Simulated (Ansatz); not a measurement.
# AlH4NO: molecular dynamics

Aim: follow the molecule's vibrations and see whether its bonds hold. The start is relaxed first. Runs: 300 steps of 1 fs at constant energy, with velocities drawn for 300 K.

Method: RKS PBE-D4/def2-SVP, in Ansatz 0.2.0.

**1. Starting point**

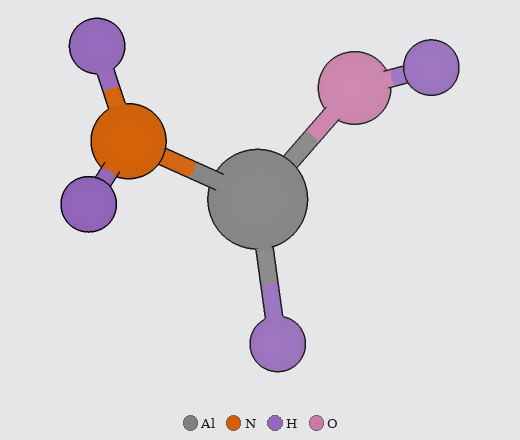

The starting structure, seen from a chosen angle (aluminium grey, nitrogen orange, hydrogen purple, oxygen pink).

As a file:

```xyz
7

Al    0.0000    0.0000    0.0000
N     0.0000    0.0000    1.9200
H    -0.8770   -0.2713    2.4500
H     0.8770    0.2713    2.4500
O     1.5415    0.0000   -0.8900
H     1.8414   -0.9519   -1.0449
H    -1.3510    0.0000   -0.7800
```

**2. Preparing the start**

input.yaml

```yaml
crystal:
  periodic: [false, false, false]
  atoms:
    - { symbol: Al, position_ang: [0.0, 0.0, 0.0] }
    - { symbol: "N", position_ang: [0.0, 0.0, 1.92] }
    - { symbol: H, position_ang: [-0.877, -0.2713, 2.45] }
    - { symbol: H, position_ang: [0.877, 0.2713, 2.45] }
    - { symbol: O, position_ang: [1.5415, 0.0, -0.89] }
    - { symbol: H, position_ang: [1.8414, -0.9519, -1.0449] }
    - { symbol: H, position_ang: [-1.351, 0.0, -0.78] }
basis:
  gaussian: { orbitals: def2-SVP }
hamiltonian:
  xc: pbe
  dispersion: d4
relax:
  f_tol: 0.02
  max_steps: 40
```

On the command line:

```bash
ansatz run input.yaml --threads 1 --pin off --max-ram 2048MiB --backend cpu --events-out ev --progress --plain --runs-dir out
```

The log of the run (excerpt; [...] marks lines left out):

```text
Warning: RAYON_NUM_THREADS=1 ignored (pool sized by the plan → 1); use --threads N
[...]
Functional definition: PBE
[...]
740 factors; their error is unknown
[...]
mean field -10188.01939484 eV, -374.4028070728 hartree, gradient 1.0e-5 eV, S^2 0.000000; 0 other end points of the search recorded, 0 dependent functions left out
[...]
reference -10188.01943200 eV, -374.4028084385 hartree; 16, 16 occupied and 50, 50 virtual orbitals, 740 factors
relax step   1: F+E_penalty+E_count = -10188.10418929 eV  Δ(F+E_penalty+E_count) = +0.000e0 eV  max|allowed force component| = 1.989e0 eV/Å  Δτ_max = 0.0000 Å  (25 SCF iters, accepted)
[...]
relax step   3: F+E_penalty+E_count = -10188.48235114 eV  Δ(F+E_penalty+E_count) = -8.091e-2 eV  max|allowed force component| = 1.004e0 eV/Å  Δτ_max = 0.0567 Å  (26 SCF iters, accepted)
[...]
relax step   5: F+E_penalty+E_count = -10188.54184308 eV  Δ(F+E_penalty+E_count) = -3.628e-2 eV  max|allowed force component| = 7.263e-1 eV/Å  Δτ_max = 0.1256 Å  (32 SCF iters, accepted)
[...]
relax step   7: F+E_penalty+E_count = -10188.58876183 eV  Δ(F+E_penalty+E_count) = -4.692e-2 eV  max|allowed force component| = 3.073e-1 eV/Å  Δτ_max = 0.0983 Å  (26 SCF iters, accepted)
[...]
relax step   9: F+E_penalty+E_count = -10188.63447096 eV  Δ(F+E_penalty+E_count) = -2.147e-2 eV  max|allowed force component| = 2.548e-2 eV/Å  Δτ_max = 0.1500 Å  (32 SCF iters, accepted)
[...]
relax step  10: F+E_penalty+E_count = -10188.63355395 eV  Δ(F+E_penalty+E_count) = +9.170e-4 eV  max|allowed force component| = 1.932e-1 eV/Å  Δτ_max = 0.0434 Å  (26 SCF iters, rejected (line search))
[...]
relax step  11: F+E_penalty+E_count = -10188.63516428 eV  Δ(F+E_penalty+E_count) = -6.933e-4 eV  max|allowed force component| = 1.595e-2 eV/Å  Δτ_max = 0.0217 Å  (27 SCF iters, accepted)
740 factors; their error is unknown
[...]
mean field -10188.54732603 eV, -374.4222081863 hartree, gradient 1.6e-5 eV, S^2 0.000000; 1 other end points of the search recorded, 0 dependent functions left out
[...]
reference -10188.54736267 eV, -374.4222095326 hartree; 16, 16 occupied and 50, 50 virtual orbitals, 740 factors
Total energy: -10188.63520091 eV, -374.4254375286 hartree
Atom 0 at     0.051723    -0.172151     0.116265 Å, force     0.002819    -0.000495     0.004279 eV/Å
Atom 1 at    -0.028001     0.036620     1.880051 Å, force    -0.001721    -0.000159    -0.004362 eV/Å
Atom 2 at    -0.891101     0.155391     2.413394 Å, force     0.000358     0.000912     0.001833 eV/Å
Atom 3 at     0.779446     0.056206     2.506444 Å, force     0.000721     0.001739     0.001272 eV/Å
Atom 4 at     1.629289    -0.344483    -0.556152 Å, force    -0.002195    -0.011214    -0.015953 eV/Å
Atom 5 at     1.775351    -0.491718    -1.502915 Å, force    -0.001398     0.009905     0.014681 eV/Å
Atom 6 at    -1.284807    -0.191766    -0.751988 Å, force     0.001416    -0.000688    -0.001750 eV/Å
Dipole moment:    -0.058165    -0.000775     0.040027 e Å
```

Wall time 21 s (1 thread of Arm Neoverse V1, shared host); peak memory 0.12 GiB.

Step by step:

```csv
step,energy from step 1 (eV),largest force component (eV/Å)
1,0.0000,1.9889
2,-0.2972,1.2499
3,-0.3782,1.0045
4,-0.4014,0.6968
5,-0.4377,0.7263
6x,-0.3135,2.5278
7,-0.4846,0.3073
8,-0.5088,0.2404
9,-0.5303,0.0255
10x,-0.5294,0.1932
11,-0.5310,0.0160
```

Step 1 is the start. 2 steps were tried and not accepted (marked x).

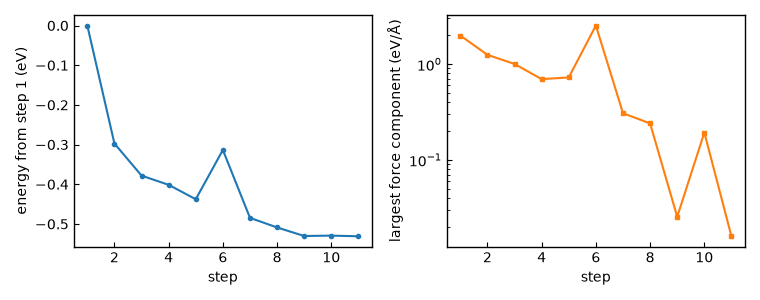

How energy and force went from step to step.

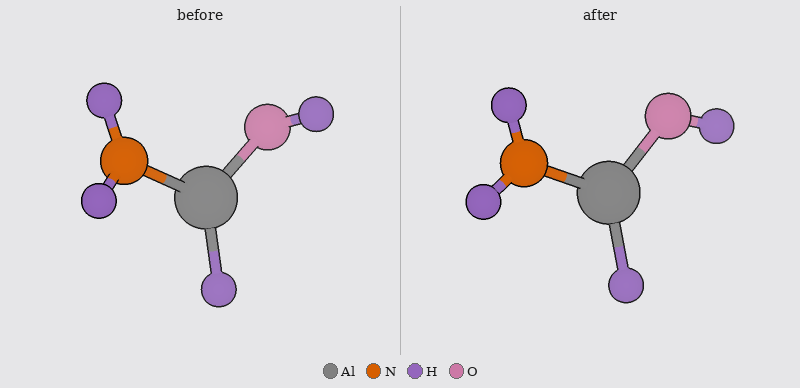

The structure before (left) and after (right), drawn at the same scale.

After: Bond lengths: Al1–N2 1.778 Å, N2–H3 1.022 Å, N2–H4 1.022 Å, Al1–O5 1.724 Å, O5–H6 0.969 Å, Al1–H7 1.594 Å. Angles: Al1–N2–H3 124.7°, Al1–N2–H4 125.1°, H3–N2–H4 110.2°, N2–Al1–O5 116.1°, N2–Al1–H7 120.3°, O5–Al1–H7 123.6°, Al1–O5–H6 122.3°.

**3. The run**

300 steps of 1 fs at constant energy, with velocities drawn for 300 K, from the relaxed start.

input.yaml

```yaml
crystal:
  periodic: [false, false, false]
  atoms:
    - { symbol: Al, position_ang: [0.051723, -0.172151, 0.116265] }
    - { symbol: "N", position_ang: [-0.028001, 0.03662, 1.880051] }
    - { symbol: H, position_ang: [-0.891101, 0.155391, 2.413394] }
    - { symbol: H, position_ang: [0.779446, 0.056206, 2.506444] }
    - { symbol: O, position_ang: [1.629289, -0.344483, -0.556152] }
    - { symbol: H, position_ang: [1.775351, -0.491718, -1.502915] }
    - { symbol: H, position_ang: [-1.284807, -0.191766, -0.751988] }
basis:
  gaussian: { orbitals: def2-SVP }
hamiltonian:
  xc: pbe
  dispersion: d4
md:
  timestep: 1.0
  n_steps: 300
  ensemble: nve
  temperature: 300.0
  initial_velocities: maxwell_boltzmann
  seed: 719838
```

On the command line:

```bash
ansatz run input.yaml --threads 1 --pin off --max-ram 2048MiB --backend cpu --events-out ev --progress --plain --runs-dir out
```

The log of the run (excerpt; [...] marks lines left out):

```text
Warning: RAYON_NUM_THREADS=1 ignored (pool sized by the plan → 1); use --threads N
[...]
[... 1 set-up line as earlier in the session ...]
[...]
740 factors; their error is unknown
[...]
mean field -10188.54732858 eV, -374.4222082799 hartree, gradient 5.5e-5 eV, S^2 0.000000; 0 other end points of the search recorded, 0 dependent functions left out
[...]
reference -10188.54736522 eV, -374.4222096265 hartree; 16, 16 occupied and 50, 50 virtual orbitals, 740 factors
md step     0: t =     0.00 fs  T =   300.0 K  F+E_penalty+E_count = -10188.63516682 eV  E_kin = 0.193890 eV  conserved = -10188.44127682 eV  (24 SCF iters)
[...]
md step    18: t =    18.00 fs  T =   135.5 K  F+E_penalty+E_count = -10188.52826625 eV  E_kin = 0.087563 eV  conserved = -10188.44070287 eV  (27 SCF iters, 3 dispersion substeps)
[...]
md step    36: t =    36.00 fs  T =    83.5 K  F+E_penalty+E_count = -10188.49426464 eV  E_kin = 0.053949 eV  conserved = -10188.44031614 eV  (25 SCF iters, 3 dispersion substeps)
[...]
md step    54: t =    54.00 fs  T =   104.1 K  F+E_penalty+E_count = -10188.50726212 eV  E_kin = 0.067312 eV  conserved = -10188.43995020 eV  (27 SCF iters, 3 dispersion substeps)
[...]
md step    70: t =    70.00 fs  T =   204.7 K  F+E_penalty+E_count = -10188.57209586 eV  E_kin = 0.132319 eV  conserved = -10188.43977678 eV  (26 SCF iters, 3 dispersion substeps)
md step    71: t =    71.00 fs  T =   182.7 K  F+E_penalty+E_count = -10188.55761506 eV  E_kin = 0.118068 eV  conserved = -10188.43954663 eV  (27 SCF iters, 3 dispersion substeps)
```

**4. The output, continued: dynamics from the start**

Output, continued (excerpt; [...] marks lines left out):

```text
md step    72: t =    72.00 fs  T =   168.2 K  F+E_penalty+E_count = -10188.54871753 eV  E_kin = 0.108732 eV  conserved = -10188.43998559 eV  (27 SCF iters, 3 dispersion substeps)
[...]
md step    94: t =    94.00 fs  T =   193.2 K  F+E_penalty+E_count = -10188.56436490 eV  E_kin = 0.124889 eV  conserved = -10188.43947637 eV  (26 SCF iters, 3 dispersion substeps)
[...]
md step   116: t =   116.00 fs  T =    80.5 K  F+E_penalty+E_count = -10188.49108078 eV  E_kin = 0.052012 eV  conserved = -10188.43906924 eV  (27 SCF iters, 3 dispersion substeps)
[...]
md step   138: t =   138.00 fs  T =   216.3 K  F+E_penalty+E_count = -10188.57927533 eV  E_kin = 0.139763 eV  conserved = -10188.43951280 eV  (27 SCF iters, 3 dispersion substeps)
[...]
md step   160: t =   160.00 fs  T =   147.2 K  F+E_penalty+E_count = -10188.53591808 eV  E_kin = 0.095124 eV  conserved = -10188.44079447 eV  (27 SCF iters, 3 dispersion substeps)
md step   161: t =   161.00 fs  T =   118.5 K  F+E_penalty+E_count = -10188.51586740 eV  E_kin = 0.076582 eV  conserved = -10188.43928497 eV  (27 SCF iters, 3 dispersion substeps)
md step   162: t =   162.00 fs  T =   103.1 K  F+E_penalty+E_count = -10188.50549078 eV  E_kin = 0.066627 eV  conserved = -10188.43886365 eV  (27 SCF iters, 3 dispersion substeps)
```

**5. The log goes on: dynamics from the start**

Output, continued (excerpt; [...] marks lines left out):

```text
md step   163: t =   163.00 fs  T =   108.9 K  F+E_penalty+E_count = -10188.51059911 eV  E_kin = 0.070361 eV  conserved = -10188.44023792 eV  (27 SCF iters, 3 dispersion substeps)
[...]
md step   181: t =   181.00 fs  T =   150.4 K  F+E_penalty+E_count = -10188.53709405 eV  E_kin = 0.097195 eV  conserved = -10188.43989946 eV  (27 SCF iters, 3 dispersion substeps)
[...]
md step   199: t =   199.00 fs  T =   222.6 K  F+E_penalty+E_count = -10188.58345371 eV  E_kin = 0.143853 eV  conserved = -10188.43960101 eV  (27 SCF iters, 3 dispersion substeps)
[...]
md step   217: t =   217.00 fs  T =   114.9 K  F+E_penalty+E_count = -10188.51347752 eV  E_kin = 0.074266 eV  conserved = -10188.43921177 eV  (28 SCF iters, 3 dispersion substeps)
[...]
md step   300: t =   300.00 fs  T =   175.5 K  F+E_penalty+E_count = -10188.55387856 eV  E_kin = 0.113436 eV  conserved = -10188.44044275 eV  (26 SCF iters, 3 dispersion substeps)
Total energy: -10188.55391532 eV, -374.4224503380 hartree
Atom 0 at     0.065966    -0.149509     0.124223 Å, force    -0.760564    -0.402322    -0.774259 eV/Å
Atom 1 at    -0.033506    -0.001279     1.850932 Å, force    -0.495295     0.312912     1.118576 eV/Å
Atom 2 at    -0.888519     0.122742     2.412128 Å, force     0.279579    -0.034174    -0.266612 eV/Å
Atom 3 at     0.775856     0.236155     2.412281 Å, force     0.351134     0.006681     0.379153 eV/Å
Atom 4 at     1.608796    -0.338106    -0.548424 Å, force     0.659294     0.019775    -0.186607 eV/Å
Atom 5 at     1.813549    -0.691932    -1.423064 Å, force    -0.000465     0.037184    -0.103456 eV/Å
Atom 6 at    -1.301488    -0.319515    -0.667455 Å, force    -0.033684     0.059945    -0.166794 eV/Å
Dipole moment:     0.008351     0.059379     0.045434 e Å
```

It took 7.3 min on 1 thread of Arm Neoverse V1, shared host; peak memory 0.1 GiB.

**6. The trajectory**

The trajectory, every 16 steps (energies from step 0):

```csv
time (fs),T (K),potential energy change (meV/atom),total energy change (meV/atom)
0.0,300,0.0,0.00
16.0,88,19.9,0.34
32.0,77,20.6,0.07
48.0,165,12.8,0.32
64.0,217,7.7,0.10
80.0,72,21.4,0.30
96.0,179,11.2,0.10
112.0,132,15.8,0.26
128.0,180,11.2,0.13
144.0,124,16.6,0.28
160.0,147,14.2,0.07
176.0,185,10.9,0.27
192.0,164,12.7,0.12
208.0,87,20.0,0.30
224.0,186,10.7,0.11
240.0,172,12.0,0.22
256.0,104,18.3,0.17
272.0,161,13.1,0.24
288.0,147,14.3,0.19
300.0,176,11.6,0.12
```

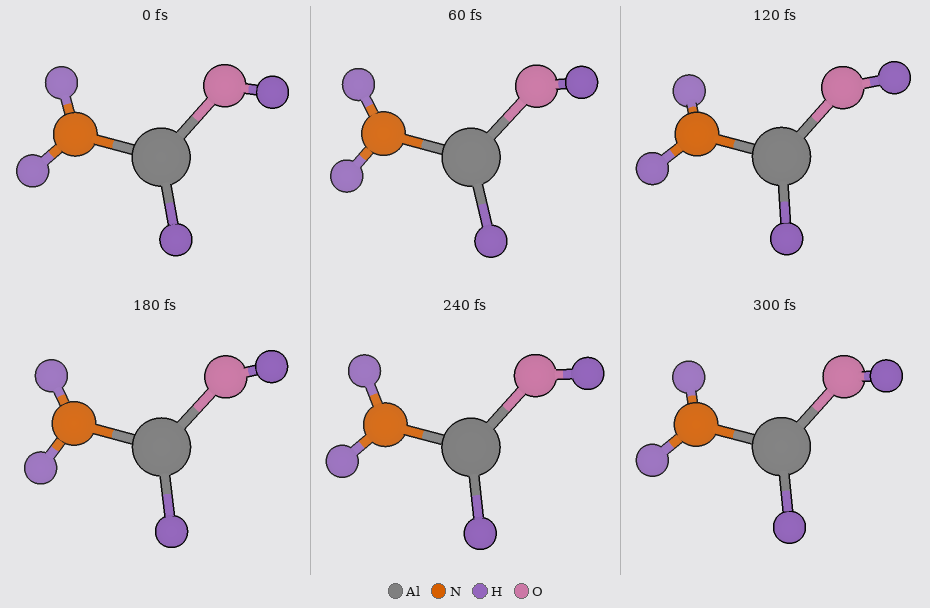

Six frames of the run, seen from a chosen angle. Sticks join atoms within a bonding distance in each frame.

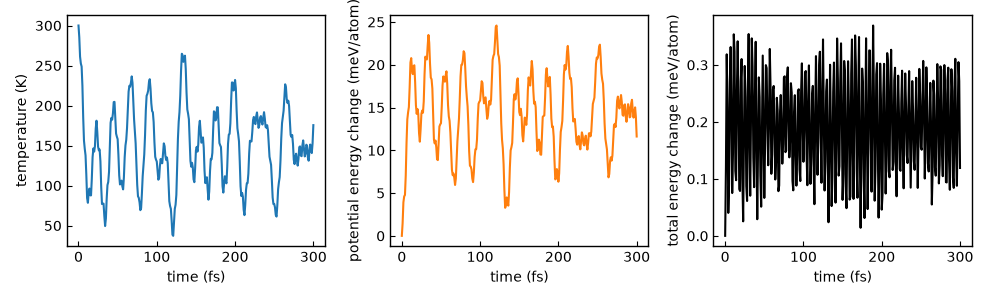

Traces against time; each panel has its own scale.

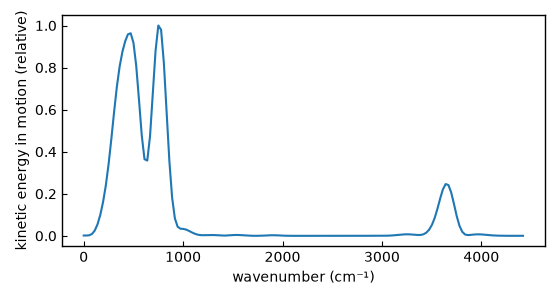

Power spectrum of the mass-weighted velocities; a run of 300 fs resolves no finer than about 220 cm⁻¹.

Maxima of the velocity power spectrum (cm⁻¹, relative height; resolution about 220 cm⁻¹): 470 (96), 750 (100), 3640 (25).

**7. Frames from the trajectory**

Positions (Å) and forces (eV/Å):

```xyz
7
time_fs=38.0 T=104 dE=0.1281
Al    0.080   -0.151    0.133   -0.902   -0.266   -0.713
N    -0.057   -0.002    1.859    1.504    0.153    0.883
H    -0.887    0.199    2.380   -0.838    0.190    0.470
H     0.777    0.127    2.459   -0.435   -0.107   -0.148
O     1.601   -0.321   -0.586    0.740   -0.132   -0.239
H     1.886   -0.963   -1.252   -0.061    0.138   -0.017
H    -1.321   -0.231   -0.612   -0.008    0.024   -0.237
7
time_fs=75.0 T=101 dE=0.1305
Al    0.070   -0.193    0.136   -0.780    0.292   -0.804
N    -0.044    0.067    1.844    1.398   -0.465    1.079
H    -0.859    0.239    2.399   -0.745    0.108    0.513
H     0.756   -0.216    2.445   -0.550    0.353   -0.193
O     1.622   -0.345   -0.551    0.428   -0.131   -0.519
H     1.576   -0.288   -1.523    0.292   -0.086    0.046
H    -1.243   -0.049   -0.751   -0.043   -0.071   -0.123
7
time_fs=112.0 T=132 dE=0.1105
Al    0.057   -0.152    0.111   -0.212   -0.208    0.125
N    -0.020    0.019    1.882    1.180    0.506    0.059
H    -0.882   -0.047    2.395   -0.656    0.028    0.411
H     0.731    0.403    2.494   -0.539   -0.446   -0.461
O     1.598   -0.380   -0.560    0.264    0.085    0.148
H     2.107   -0.260   -1.364   -0.071    0.018   -0.207
H    -1.321   -0.288   -0.678    0.035    0.018   -0.075
7
time_fs=150.0 T=144 dE=0.1013
Al    0.035   -0.189    0.106    0.655    0.278    0.654
N    -0.035    0.059    1.907    0.338   -0.312   -0.820
H    -0.836    0.274    2.495   -0.210    0.000    0.025
H     0.778   -0.162    2.497   -0.123    0.131   -0.117
O     1.668   -0.326   -0.560   -0.986   -0.135    0.014
H     1.576   -0.564   -1.504    0.316    0.054    0.102
H    -1.224   -0.174   -0.880    0.011   -0.014    0.142
7
time_fs=188.0 T=106 dE=0.1271
Al    0.045   -0.167    0.102    0.873   -0.008    0.871
N    -0.022    0.016    1.924   -1.278    0.043   -1.394
H    -0.965    0.243    2.292    0.466   -0.148   -0.090
H     0.653    0.161    2.655    0.643    0.030    0.309
O     1.639   -0.344   -0.582   -0.685    0.118    0.506
H     2.001   -0.586   -1.442   -0.166   -0.013   -0.153
H    -1.369   -0.165   -0.643    0.147   -0.022   -0.049
7
time_fs=225.0 T=179 dE=0.0801
Al    0.050   -0.162    0.112    0.396   -0.171    0.374
N    -0.043    0.050    1.913   -1.144   -0.285   -0.860
H    -0.887   -0.104    2.499    0.586    0.189   -0.431
H     0.778    0.140    2.489    0.548    0.033    0.424
O     1.643   -0.366   -0.569   -0.310    0.168    0.110
H     1.699   -0.375   -1.541    0.045   -0.013    0.140
H    -1.172   -0.260   -0.916   -0.121    0.079    0.243
7
time_fs=262.0 T=193 dE=0.0707
Al    0.052   -0.197    0.119   -0.278    0.257   -0.288
N    -0.005    0.050    1.861   -1.577    0.348    0.354
H    -0.906    0.323    2.315    0.763   -0.306   -0.308
H     0.687   -0.123    2.571    0.582   -0.065    0.422
O     1.609   -0.330   -0.543    0.579   -0.128   -0.272
H     1.873   -0.313   -1.474   -0.074   -0.061    0.028
H    -1.277   -0.101   -0.764    0.006   -0.045    0.064
7
time_fs=300.0 T=176 dE=0.0813
Al    0.066   -0.149    0.124   -0.761   -0.402   -0.774
N    -0.034   -0.001    1.851   -0.495    0.313    1.119
H    -0.888    0.123    2.412    0.280   -0.034   -0.267
H     0.776    0.236    2.412    0.351    0.007    0.379
O     1.609   -0.338   -0.548    0.659    0.020   -0.187
H     1.813   -0.692   -1.423   -0.001    0.037   -0.103
H    -1.302   -0.320   -0.667   -0.034    0.060   -0.167
```

**8. Results**

```
                          quantity                         value
           relaxation of the start       8 moves, 0.531 eV lower
                            length             300 steps of 1 fs
  temperature, first and last step                 300 and 176 K
          temperature, second half  mean 149 K, from 61 to 232 K
     potential energy, second half   +14 meV/atom from the start
largest change of the total energy                 0.37 meV/atom
            bonds formed or broken                             0
```

The temperature starts at 300 K and averages 149 K in the second half, where it ranges from 61 to 232 K; a mean near half the start is what vibrations about a minimum give, since they share energy equally between motion and strain. The total energy strays from its start by at most 0.37 meV/atom, 2.7 % of the mean kinetic energy, fair for a step of 1 fs. The bonds all hold. Averages from a run of 300 fs with 7 atoms are rough. The nuclei move classically, without zero-point motion, which matters most for hydrogen.
